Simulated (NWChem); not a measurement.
**M06-L/6-311++G(d,p) run of BH3O (BH2(OH))**

What is the vertical ionisation energy of BH3O (BH2(OH)) at M06-L/6-311++G**? 

Program for the calculation: NWChem 7.3.0.

1 further run of the same task is left out (set aside as unsound or not needed).

**1. Starting point**

The species is BH3O (5 atoms), meant as a singlet with charge 0. SMILES: `[H]B([H])O`. The shape is that of a GFN2-xTB optimisation.

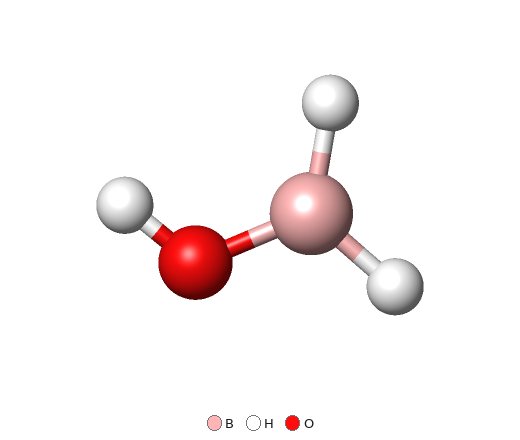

The structure, seen from a chosen angle (boron pink, hydrogen white, oxygen red).

**2. The energy at M06-L/6-311++G(d,p)**

Contents of work.nw:

```
START work
TITLE "BH3O M06-L"
memory stack 880 mb heap 220 mb global 1100 mb
GEOMETRY units angstrom noautoz
  B      0.270970     0.302480    -0.108500
  H      1.403550     0.390040    -0.395610
  H     -0.432910     1.251360    -0.080700
  O     -0.159420    -0.918700     0.174490
  H     -1.082200    -1.025180     0.410320
END
BASIS "ao basis" spherical
  * library 6-311++G**
END
DFT
  xc m06-l
  mult 1
  grid fine
  convergence energy 1e-05
  mulliken
END
TASK dft
```

Started as:

```sh
nwchem work.nw > work.out
```

Output (excerpt; [...] marks lines left out):

```text
[...]
 Group name             Cs
[...]
          Wavefunction type:  closed shell.
          No. of atoms     :     5
          No. of electrons :    16
[...]
          Charge           :     0
          Spin multiplicity:     1
[...]
          AO basis - number of functions:    65
[...]
              XC Information
              --------------
                        M06-L Method XC Functional
                         M06-L Exchange Functional  1.000
                       M06-L Correlation Potential  1.000
[...]
 d= 0,ls=0.0,diis     1   -101.8815250345 -1.33D+02  1.24D-02  3.81D-01     0.7
[...]
 d= 0,ls=0.0,diis    12   -101.9239576403 -4.20D-07  3.82D-06  1.38D-08     5.7
         Total DFT energy =     -101.923957640296
      One electron energy =     -199.144561290816
           Coulomb energy =       80.226993916593
    Exchange-Corr. energy =      -13.814914988991
 Nuclear repulsion energy =       30.808524722917
[...]
      Total Density - Mulliken Population Analysis
     ---------------------------------------------
    Atom       Charge   Shell Charges
 -----------   ------   -------------------------------------------------------
    1 B    5     4.95   1.13  0.86  0.48  0.65  0.87  0.48  0.37 -0.02  0.02  0.11
    2 H    1     1.08   0.28  0.63  0.15 -0.00  0.02
    3 H    1     1.07   0.28  0.62  0.15 -0.00  0.02
    4 O    8     8.16   1.09  0.91  0.95  1.02  2.13  0.71  1.42 -0.07 -0.00  0.01
    5 H    1     0.74   0.27  0.38  0.01  0.01  0.07
[...]
```

Wall time 6.3 s (1 thread of Intel Xeon at 2.60GHz (Ice Lake), shared host); peak memory 0.11 GiB.

**3. The doublet cation at the same level**

Contents of bh3o.nw:

```
start bh3o
memory stack 880 mb heap 220 mb global 1100 mb
charge 1

geometry units angstrom noautosym nocenter noautoz
 B     0.270970    0.302480   -0.108500
 H     1.403550    0.390040   -0.395610
 H    -0.432910    1.251360   -0.080700
 O    -0.159420   -0.918700    0.174490
 H    -1.082200   -1.025180    0.410320
end

basis "ao basis" spherical
 * library 6-311++G**
end

dft
 xc m06-l
 mult 2
 grid fine
 convergence energy 1e-05
 iterations 150
 mulliken
end

task dft
```

Started as:

```sh
nwchem bh3o.nw > bh3o.out
```

Output (excerpt; [...] marks lines left out):

```text
[...]
          Wavefunction type:  spin polarized.
          No. of atoms     :     5
          No. of electrons :    15
[...]
          Charge           :     1
          Spin multiplicity:     2
[...]
          AO basis - number of functions:    65
[...]
              XC Information
              --------------
                        M06-L Method XC Functional
                         M06-L Exchange Functional  1.000
                       M06-L Correlation Potential  1.000
[...]
 d= 0,ls=0.0,diis     1   -101.1561380182 -1.32D+02  2.83D-02  9.24D-01     1.3
[...]
 d= 0,ls=0.0,diis    11   -101.4987926212 -3.37D-07  3.83D-06  1.41D-07    11.7
[...]
         Total DFT energy =     -101.498792621205
      One electron energy =     -193.862536473825
           Coulomb energy =       75.001538042229
    Exchange-Corr. energy =      -13.446307353985
 Nuclear repulsion energy =       30.808513164377
[...]
      Total Density - Mulliken Population Analysis
     ---------------------------------------------
    Atom       Charge   Shell Charges
 -----------   ------   -------------------------------------------------------
    1 B    5     4.78   1.13  0.86  0.45  0.72  0.86  0.45  0.26 -0.06  0.00  0.11
    2 H    1     0.84   0.25  0.54 -0.00  0.03  0.02
    3 H    1     0.81   0.24  0.54 -0.02  0.04  0.02
    4 O    8     7.95   1.09  0.91  0.94  1.04  2.10  0.69  1.31 -0.10 -0.05  0.01
    5 H    1     0.63   0.25  0.32 -0.01  0.01  0.07
[...]
      <S2> =      0.7549 (Exact =     0.7500)
[...]
```

Wall time 12 s (1 thread of Intel Xeon at 2.60GHz (Ice Lake), shared host); peak memory 0.11 GiB.

**4. What came out**

Level: M06-L/6-311++G**.

| quantity | value |
| --- | --- |
| singlet BH3O: total energy | -101.92396 Eh |
| singlet BH3O: dipole moment | 1.73 D |
| singlet BH3O: HOMO energy | -7.57 eV |
| singlet BH3O: LUMO energy | -0.84 eV |
| singlet BH3O: HOMO–LUMO gap | 6.73 eV |
| doublet cation: total energy | -101.49879 Eh |
| doublet cation: HOMO energy (highest over α and β) | -17.33 eV |
| doublet cation: LUMO energy (lowest over α and β) | -15.57 eV |
| doublet cation: ⟨S²⟩ | 0.755 |
| vertical ionisation energy (to the doublet cation) | 11.569 eV |

**Reading.** The vertical ionisation energy comes to 11.57 eV (1116 kJ/mol). −ε(HOMO) before ionisation, 7.57 eV, is 4.00 eV below this ionisation energy.
